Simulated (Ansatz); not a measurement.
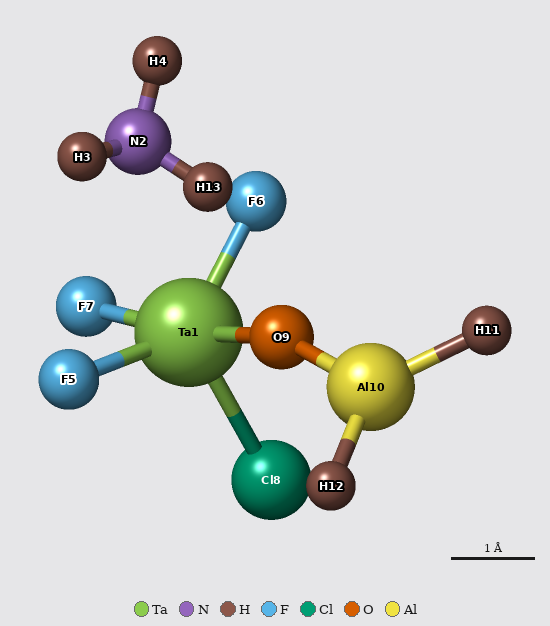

The structure as given in the input (ball-and-stick view, seen at a tilt; atoms are numbered from 1 in the order of the input). Sticks mark near contacts. Bond lengths as drawn: Al–H 1.57 Å, Al–O 1.71 Å, Cl–Ta 2.30 Å, F–Ta 1.86 to 1.88 Å, H–N 1.01 to 1.03 Å and O–Ta 1.96 Å.

## Run report: AlTaNH$_{5}$ClOF$_{3}$, geometry relaxation (part 1 of 2)

System: AlTaNH$_{5}$ClOF$_{3}$.
Method: RHF/def2-SVP (Ansatz 0.2.0).

It belongs to a series of runs on one base structure; here: end point B relaxed. Figures and captions count atoms from 1; the log counts them from 0 in places.

## The input
```yaml
crystal:
  periodic: [false, false, false]
  atoms:
    - { symbol: Ta, position_ang: [-0.545474, -0.321977, -0.127257] }
    - { symbol: "N", position_ang: [2.782624, -0.10185, -0.232844] }
    - { symbol: H, position_ang: [3.312671, -0.127148, 0.621864] }
    - { symbol: H, position_ang: [3.377234, 0.199566, -0.985583] }
    - { symbol: F, position_ang: [0.081566, -0.16453, 1.620407] }
    - { symbol: F, position_ang: [-0.046019, 0.167374, -1.852512] }
    - { symbol: F, position_ang: [-1.1687, 1.445319, 0.070925] }
    - { symbol: Cl, position_ang: [-2.646022, -1.265522, -0.148171] }
    - { symbol: O, position_ang: [0.432884, -2.011095, -0.311133] }
    - { symbol: Al, position_ang: [0.751909, -3.695286, -0.288505] }
    - { symbol: H, position_ang: [1.07355, -4.412186, -1.648346] }
    - { symbol: H, position_ang: [0.723811, -4.430925, 1.099701] }
    - { symbol: H, position_ang: [2.434267, -1.047941, -0.433646] }
basis:
  gaussian: { orbitals: def2-SVP }
hamiltonian:
  xc: hf
relax:
  f_tol: 0.03
  max_steps: 50
```

Run as:
```bash
ansatz run input.yaml --threads 4 --pin off --max-ram 5120MiB --backend cpu --events-out ev --progress --plain --runs-dir out
```

## The program's output
```
The last accepted step is kept in [file] (removed where the run ends without a failure and the disk answers)
Engine: ansatz 0.2.0, x86_64-unknown-linux-gnu
Functional definition: HF
  exchange = exact_x
  correlation = 0
1670 factors; integrals over basis functions are off by at most 3.2e-4 eV
mean field evaluation 1: about -32320.8078 eV, gradient 7.2e1 eV
mean field evaluation 2: about -32320.9973 eV, gradient 7.2e1 eV
mean field evaluation 4: about -32330.8096 eV, gradient 5.1e0 eV
mean field evaluation 8: about -32330.9187 eV, gradient 6.5e-1 eV
mean field -32330.91978319 eV, -1188.1393873476 hartree, gradient 8.3e-5 eV, S^2 0.000000; 0 other end points of the search recorded, 0 dependent functions left out
the calculation of the forces begins
reference -32330.91978319 eV, -1188.1393873476 hartree; 45, 45 occupied and 118, 118 virtual orbitals, 1670 factors
relax step   1: F+E_penalty+E_count = -32330.91978319 eV  Δ(F+E_penalty+E_count) = +0.000e0 eV  max|allowed force component| = 1.486e0 eV/Å  Δτ_max = 0.0000 Å  (40 SCF iters, accepted)
these checks for a lower state are left out or cut short: starts, cluster_reference, orbital_swaps, neighbouring_geometries, increment
1670 factors; integrals over basis functions are off by at most 3.3e-4 eV
mean field evaluation 16: about -32330.8049 eV, gradient 2.5e-2 eV
mean field -32331.17074750 eV, -1188.1486101161 hartree, gradient 1.8e-5 eV, S^2 0.000000; 0 other end points of the search recorded, 0 dependent functions left out
[... from here on the field's lines of each further geometry are left out, up to the last ...]
relax step   2: F+E_penalty+E_count = -32331.17074750 eV  Δ(F+E_penalty+E_count) = -2.510e-1 eV  max|allowed force component| = 1.398e0 eV/Å  Δτ_max = 0.1942 Å  (44 SCF iters, accepted)
relax step   3: F+E_penalty+E_count = -32331.39213074 eV  Δ(F+E_penalty+E_count) = -2.214e-1 eV  max|allowed force component| = 1.641e0 eV/Å  Δτ_max = 0.1954 Å  (40 SCF iters, accepted)
relax step   4: F+E_penalty+E_count = -32331.66887762 eV  Δ(F+E_penalty+E_count) = -2.767e-1 eV  max|allowed force component| = 1.786e0 eV/Å  Δτ_max = 0.1960 Å  (39 SCF iters, accepted)
relax step   5: F+E_penalty+E_count = -32331.89833962 eV  Δ(F+E_penalty+E_count) = -2.295e-1 eV  max|allowed force component| = 5.864e-1 eV/Å  Δτ_max = 0.1925 Å  (37 SCF iters, accepted)
relax step   6: F+E_penalty+E_count = -32332.03659984 eV  Δ(F+E_penalty+E_count) = -1.383e-1 eV  max|allowed force component| = 2.553e-1 eV/Å  Δτ_max = 0.1986 Å  (40 SCF iters, accepted)
relax step   7: F+E_penalty+E_count = -32332.14490259 eV  Δ(F+E_penalty+E_count) = -1.083e-1 eV  max|allowed force component| = 4.988e-1 eV/Å  Δτ_max = 0.1917 Å  (40 SCF iters, accepted)
relax step   8: F+E_penalty+E_count = -32332.18843692 eV  Δ(F+E_penalty+E_count) = -4.353e-2 eV  max|allowed force component| = 2.459e-1 eV/Å  Δτ_max = 0.1949 Å  (40 SCF iters, accepted)
relax step   9: F+E_penalty+E_count = -32332.20426606 eV  Δ(F+E_penalty+E_count) = -1.583e-2 eV  max|allowed force component| = 1.938e-1 eV/Å  Δτ_max = 0.1999 Å  (39 SCF iters, accepted)
relax step  10: F+E_penalty+E_count = -32332.21274953 eV  Δ(F+E_penalty+E_count) = -8.483e-3 eV  max|allowed force component| = 6.418e-2 eV/Å  Δτ_max = 0.1484 Å  (40 SCF iters, accepted)
relax step  11: F+E_penalty+E_count = -32332.21112301 eV  Δ(F+E_penalty+E_count) = +1.627e-3 eV  max|allowed force component| = 2.348e-1 eV/Å  Δτ_max = 0.1954 Å  (39 SCF iters, rejected (line search))
relax step  12: F+E_penalty+E_count = -32332.21700160 eV  Δ(F+E_penalty+E_count) = -4.252e-3 eV  max|allowed force component| = 2.426e-2 eV/Å  Δτ_max = 0.0977 Å  (39 SCF iters, accepted)
relax step  13: F+E_penalty+E_count = -32332.22052269 eV  Δ(F+E_penalty+E_count) = -3.521e-3 eV  max|allowed force component| = 7.046e-2 eV/Å  Δτ_max = 0.0973 Å  (39 SCF iters, accepted)
relax step  14: F+E_penalty+E_count = -32332.21938541 eV  Δ(F+E_penalty+E_count) = +1.137e-3 eV  max|allowed force component| = 2.235e-1 eV/Å  Δτ_max = 0.1463 Å  (39 SCF iters, rejected (line search))
relax step  15: F+E_penalty+E_count = -32332.22413090 eV  Δ(F+E_penalty+E_count) = -3.608e-3 eV  max|allowed force component| = 5.717e-2 eV/Å  Δτ_max = 0.0731 Å  (39 SCF iters, accepted)
relax step  16: F+E_penalty+E_count = -32332.22767732 eV  Δ(F+E_penalty+E_count) = -3.546e-3 eV  max|allowed force component| = 4.693e-2 eV/Å  Δτ_max = 0.0723 Å  (40 SCF iters, accepted)
relax step  17: F+E_penalty+E_count = -32332.23168989 eV  Δ(F+E_penalty+E_count) = -4.013e-3 eV  max|allowed force component| = 8.182e-2 eV/Å  Δτ_max = 0.1109 Å  (40 SCF iters, accepted)
relax step  18: F+E_penalty+E_count = -32332.23633124 eV  Δ(F+E_penalty+E_count) = -4.641e-3 eV  max|allowed force component| = 2.100e-1 eV/Å  Δτ_max = 0.1645 Å  (40 SCF iters, accepted)
relax step  19: F+E_penalty+E_count = -32332.24010679 eV  Δ(F+E_penalty+E_count) = -3.776e-3 eV  max|allowed force component| = 1.637e-1 eV/Å  Δτ_max = 0.0737 Å  (41 SCF iters, accepted)
relax step  20: F+E_penalty+E_count = -32332.25275612 eV  Δ(F+E_penalty+E_count) = -1.265e-2 eV  max|allowed force component| = 3.651e-2 eV/Å  Δτ_max = 0.1999 Å  (40 SCF iters, accepted)
relax step  21: F+E_penalty+E_count = -32332.25945369 eV  Δ(F+E_penalty+E_count) = -6.698e-3 eV  max|allowed force component| = 1.023e-1 eV/Å  Δτ_max = 0.1980 Å  (39 SCF iters, accepted)
relax step  22: F+E_penalty+E_count = -32332.25937179 eV  Δ(F+E_penalty+E_count) = +8.190e-5 eV  max|allowed force component| = 2.536e-1 eV/Å  Δτ_max = 0.1662 Å  (40 SCF iters, rejected (line search))
relax step  23: F+E_penalty+E_count = -32332.26335309 eV  Δ(F+E_penalty+E_count) = -3.899e-3 eV  max|allowed force component| = 4.259e-2 eV/Å  Δτ_max = 0.0831 Å  (41 SCF iters, accepted)
relax step  24: F+E_penalty+E_count = -32332.26597168 eV  Δ(F+E_penalty+E_count) = -2.619e-3 eV  max|allowed force component| = 3.316e-2 eV/Å  Δτ_max = 0.0966 Å  (39 SCF iters, accepted)
relax step  25: F+E_penalty+E_count = -32332.26747772 eV  Δ(F+E_penalty+E_count) = -1.506e-3 eV  max|allowed force component| = 1.001e-1 eV/Å  Δτ_max = 0.1463 Å  (40 SCF iters, accepted)
relax step  26: F+E_penalty+E_count = -32332.26896770 eV  Δ(F+E_penalty+E_count) = -1.490e-3 eV  max|allowed force component| = 9.198e-2 eV/Å  Δτ_max = 0.0498 Å  (41 SCF iters, accepted)
relax step  27: F+E_penalty+E_count = -32332.27000678 eV  Δ(F+E_penalty+E_count) = -1.039e-3 eV  max|allowed force component| = 1.597e-1 eV/Å  Δτ_max = 0.0586 Å  (40 SCF iters, accepted)
relax step  28: F+E_penalty+E_count = -32332.27056070 eV  Δ(F+E_penalty+E_count) = -5.539e-4 eV  max|allowed force component| = 2.766e-2 eV/Å  Δτ_max = 0.0280 Å  (40 SCF iters, accepted)
relax step  29: F+E_penalty+E_count = -32332.27073531 eV  Δ(F+E_penalty+E_count) = -1.746e-4 eV  max|allowed force component| = 1.786e-2 eV/Å  Δτ_max = 0.0357 Å  (41 SCF iters, accepted)
relax step  30: F+E_penalty+E_count = -32332.27065662 eV  Δ(F+E_penalty+E_count) = +7.869e-5 eV  max|allowed force component| = 3.982e-2 eV/Å  Δτ_max = 0.0520 Å  (41 SCF iters, rejected (line search))
the calculation of the forces begins
reference -32332.27084073 eV, -1188.1890377964 hartree; 45, 45 occupied and 118, 118 virtual orbitals, 1670 factors
relax step  31: F+E_penalty+E_count = -32332.27084073 eV  Δ(F+E_penalty+E_count) = -1.054e-4 eV  max|allowed force component| = 1.492e-2 eV/Å  Δτ_max = 0.0255 Å  (41 SCF iters, accepted)
1670 factors; integrals over basis functions are off by at most 5.3e-4 eV
mean field evaluation 288: about -32332.2708 eV, gradient 3.3e-3 eV
```

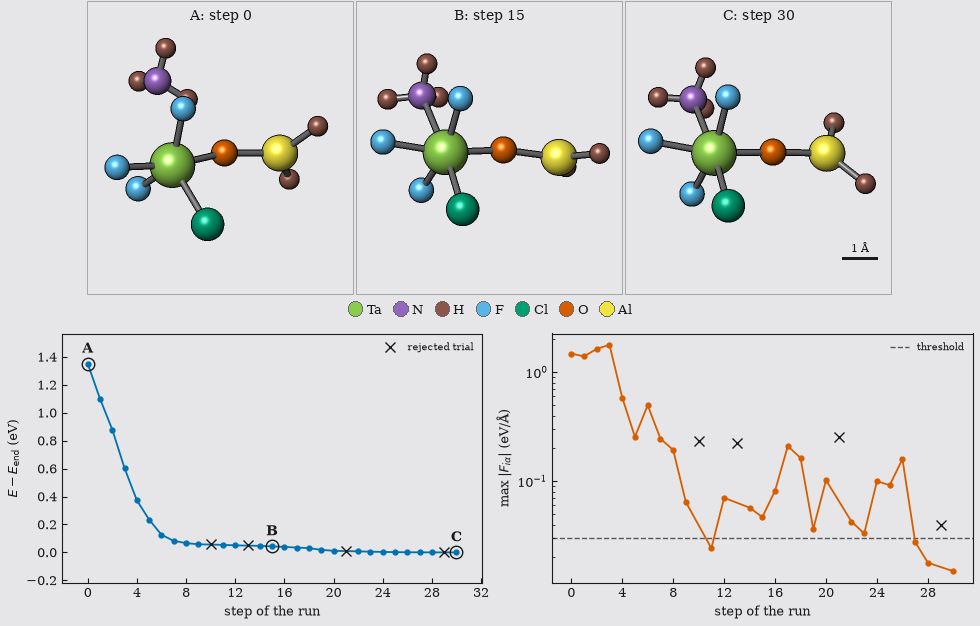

Frames of the relaxation (ball-and-stick view, seen at a tilt) above the curves, on which the letters mark them (the first geometry is step 0 here and step 1 in the log).

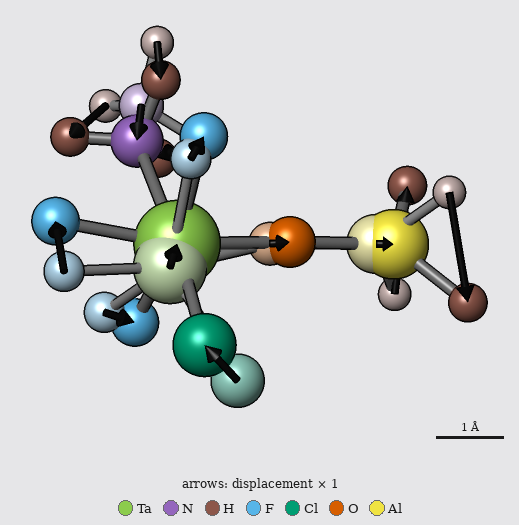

Start (faint) and end (solid) with the displacements as black arrows, at true length (ball-and-stick view, seen at a tilt). The two geometries are laid on each other by the best rigid fit. H12 moves most after the best rigid fit: 1.69 Å. Largest moves by element: H 1.69 Å, F 1.15 Å, Cl 0.78 Å, N 0.62 Å, Ta 0.47 Å, O 0.32 Å. Distances before and after: Ta1–N2 3.337 → 2.343 Å, Ta1–O9 1.961 → 1.885 Å, Ta1–F5 1.863 → 1.898 Å, Ta1–Cl8 2.303 → 2.333 Å. New bonds form: Ta1–N2 (3.34 → 2.34 Å). Among the angles that change: F5–Ta1–F6 139.2° → 160.5°, Ta1–O9–Al10 159.7° → 177.6°, F5–Ta1–Cl8 110.5° → 99.6°. After 30 geometry steps the energy has fallen by 1.351 eV. The largest force component goes from 1.5 to 0.015 eV/Å. The line search rejected the trial steps at points 10, 13, 21, 29 (counted from 0) and went back. (Atoms are counted from 1 in the order of the input.)

```
mean field -32332.27084073 eV, -1188.1890377964 hartree, gradient 1.9e-5 eV, S^2 0.000000; 1 other end points of the search recorded, 0 dependent functions left out
the calculation of the forces begins
reference -32332.27084073 eV, -1188.1890377964 hartree; 45, 45 occupied and 118, 118 virtual orbitals, 1670 factors
Total energy: -32332.27084073 eV, -1188.1890377964 hartree
Atom 0 at    -0.089095    -0.438369    -0.042025 Å, force    -0.000505    -0.003168    -0.002919 eV/Å
Atom 1 at     2.189431    -0.049837    -0.426497 Å, force     0.014715     0.000844     0.005526 eV/Å
Atom 2 at     2.731239    -0.207237     0.409706 Å, force    -0.008227     0.001923    -0.014915 eV/Å
Atom 3 at     2.300609     0.919391    -0.685333 Å, force    -0.001210    -0.014871     0.003264 eV/Å
Atom 4 at     0.526073    -0.359502     1.751567 Å, force     0.001222     0.000617     0.001799 eV/Å
Atom 5 at    -0.094921    -0.337689    -1.936327 Å, force    -0.000229     0.000086     0.000543 eV/Å
Atom 6 at    -0.007453     1.470087    -0.043281 Å, force    -0.000343     0.002034    -0.000048 eV/Å
Atom 7 at    -2.382558    -0.626903     0.342430 Å, force     0.000841     0.000459    -0.000775 eV/Å
Atom 8 at     0.363876    -2.266404    -0.128365 Å, force    -0.002970     0.010080    -0.003306 eV/Å
Atom 9 at     0.704974    -3.943206    -0.206199 Å, force     0.007829    -0.012408     0.006211 eV/Å
Atom 10 at     2.198603    -4.333942    -0.515984 Å, force    -0.006803     0.001784    -0.000925 eV/Å
Atom 11 at    -0.450856    -4.975091     0.030264 Å, force     0.001636     0.001365    -0.002006 eV/Å
Atom 12 at     2.574379    -0.617498    -1.165056 Å, force    -0.005956     0.011253     0.007551 eV/Å
Dipole moment:     1.214820    -0.479580    -0.208558 e Å
```

## Trajectory as extended XYZ (Å, eV, eV/Å), 17 of the 31 frames kept, from step=1 to step=31
```
13
Properties=species:S:1:pos:R:3:forces:R:3 step=1 energy=-32330.91978
Ta   -0.5455   -0.3220   -0.1273    1.4861  -1.4385  -0.1854
N     2.7826   -0.1018   -0.2328   -0.8749  -0.8997  -0.1354
H     3.3127   -0.1271    0.6219   -0.0194   0.0167  -0.0807
H     3.3772    0.1996   -0.9856   -0.0470  -0.0263   0.0514
F     0.0816   -0.1645    1.6204    0.0013  -0.0002   0.0562
F    -0.0460    0.1674   -1.8525    0.0106   0.0001  -0.0552
F    -1.1687    1.4453    0.0709    0.0203  -0.0108  -0.0029
Cl   -2.6460   -1.2655   -0.1482   -0.0393   0.0012   0.0072
O     0.4329   -2.0111   -0.3111   -1.2296   1.3072   0.1832
Al    0.7519   -3.6953   -0.2885   -0.0088  -0.0317   0.0101
H     1.0736   -4.4122   -1.6483    0.0139   0.0137  -0.0033
H     0.7238   -4.4309    1.0997   -0.0011   0.0010  -0.0109
H     2.4343   -1.0479   -0.4336    0.6881   1.0671   0.1658
13
Properties=species:S:1:pos:R:3:forces:R:3 step=3 energy=-32331.39213
Ta   -0.3301   -0.3471   -0.1365    0.5536   0.1216  -0.0155
N     2.5342   -0.1076   -0.2300    0.1011  -1.1708  -0.5115
H     3.0480    0.0134    0.6336   -0.3083  -0.0045  -0.0718
H     3.0544    0.4100   -0.9378   -0.5167  -0.2430   0.2838
F     0.2380   -0.2031    1.6406    0.0490  -0.0598   0.1696
F     0.1088    0.1247   -1.8913    0.0360  -0.0412  -0.1874
F    -0.9636    1.4308    0.0595    0.0989   0.1087   0.0055
Cl   -2.5052   -1.1887   -0.1412    0.0874   0.0910   0.0054
O     0.4042   -2.0740   -0.3062   -0.1214  -0.2887   0.0099
Al    0.6757   -3.7676   -0.2852    0.0332  -0.0769  -0.0062
H     1.0279   -4.4559   -1.6506   -0.0190  -0.0334   0.0014
H     0.6632   -4.4848    1.1091   -0.0345  -0.0435  -0.0060
H     2.6089   -1.1163   -0.4792    0.0408   1.6406   0.3230
13
Properties=species:S:1:pos:R:3:forces:R:3 step=5 energy=-32331.89834
Ta   -0.0826   -0.3443   -0.1456   -0.3594  -0.5212  -0.0346
N     2.2741   -0.0910   -0.2240    0.4385   0.5864   0.1288
H     2.7341    0.1102    0.6527   -0.2696   0.0653   0.0950
H     2.6861    0.5273   -0.9073   -0.2901   0.1469  -0.0711
F     0.3877   -0.2555    1.6781    0.0620  -0.0580   0.1311
F     0.2454    0.0641   -1.9558    0.0587  -0.0603  -0.1245
F    -0.6678    1.4582    0.0454    0.3724  -0.0187  -0.0202
Cl   -2.3254   -1.0555   -0.1358    0.0148   0.0558   0.0061
O     0.4679   -2.1663   -0.3040   -0.0129   0.2374   0.0492
Al    0.6470   -3.8724   -0.2882    0.0084   0.2029   0.0019
H     0.9997   -4.5513   -1.6564   -0.0366  -0.1022  -0.0190
H     0.6211   -4.5826    1.1078   -0.0542  -0.1021   0.0034
H     2.5769   -1.0073   -0.4819    0.0680  -0.4321  -0.1462
```
